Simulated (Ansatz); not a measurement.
## Electronic structure of H4O4Si in real space

```yaml
atoms:
  - { symbol: Si, position_ang: [-0.4104, -0.4198, -0.1008] }
  - { symbol: O, position_ang: [1.3186, 0.0256, 0.6456] }
  - { symbol: O, position_ang: [-0.8631, -1.2999, 1.0602] }
  - { symbol: H, position_ang: [1.1596, -0.4543, 1.4801] }
  - { symbol: O, position_ang: [-0.9445, 1.1184, -0.3415] }
  - { symbol: O, position_ang: [0.0467, -0.9606, -1.5618] }
  - { symbol: H, position_ang: [1.4190, 0.9658, 0.8411] }
  - { symbol: H, position_ang: [-1.6309, 1.3861, 0.2737] }
  - { symbol: H, position_ang: [-0.0951, -0.3616, -2.2965] }
```

The product side of a reaction path; geometry: PBE0-D4/def2-TZVP; a saddle point, not a minimum.

The calculation used Ansatz 0.2.0, RKS PBE0-D4/def2-TZVPP.

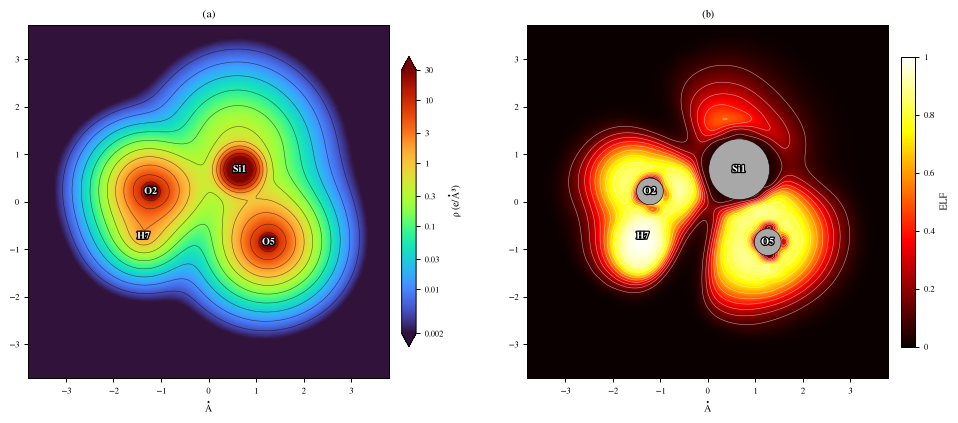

Figure 1. (a) total electron density; (b) ELF on the plane of atoms O2, Si1 and O5. Grey discs cover the atomic cores in the ELF map.

Question: Interpret the plot.

Answer: The section cuts through Si, O and H sites.
O–H (0.97 Å): ρ at the midpoint is about 3.8 e/Å³; the ELF climbs to about 1 towards the hydrogen, as it does in any bond to H; a covalent bond by its length.
Si–O (1.65 Å): the density is about 1.2 e/Å³ at the midpoint; the ELF peaks at about 0.90 between the atoms (a polar covalent bond).
The ELF also peaks beside O5, away from the bonds: lone-pair regions.

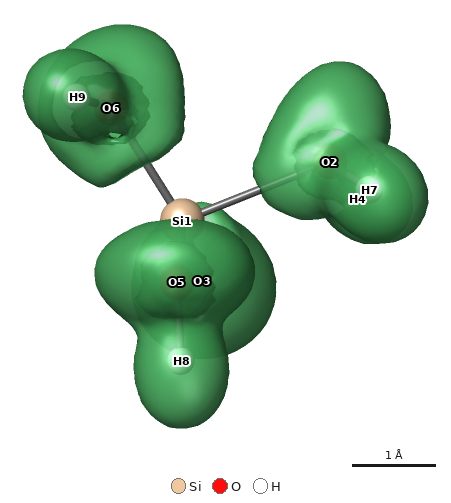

Figure 2. Isosurface of the electron localisation function at 0.75 (green), seen at a tilt. Only the valence region is drawn (cores and ρ < 0.01 e/Å³ removed).

Question: Where are the electrons localised?

Answer: The surface consists of one region wrapped around O (its lone pairs, merged into a ring or cap) and three joined regions spread over several atoms (H, O), in which their bonds and any lone pairs are merged. Profiles from the grid: Si–O (1.53 Å): the ELF peaks at about 0.80 between the atoms; a polar covalent bond. O–H (0.96 Å): the ELF climbs to about 1 towards the hydrogen: a covalent bond by its length.

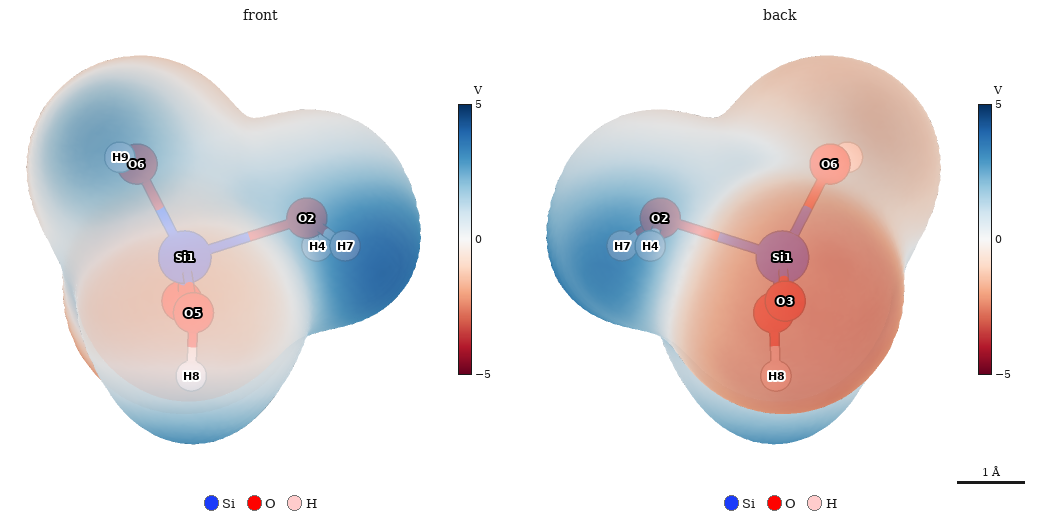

Figure 3. The electrostatic potential painted on the density surface at 0.002 e/bohr³, seen from the front and from behind; the colour scale runs from red (negative) to blue (positive).

Question: Which sites attract a positive test charge, and which a negative one?

Answer: A positive charge is drawn to the negative regions and a negative charge to the positive ones. The most negative region (about −2.8 V, or −65 kcal/mol for a unit charge) lies over O3, the most positive (about +4.0 V, or +92 kcal/mol for a unit charge) over H7. O3 is the likeliest acceptor of a hydrogen bond.
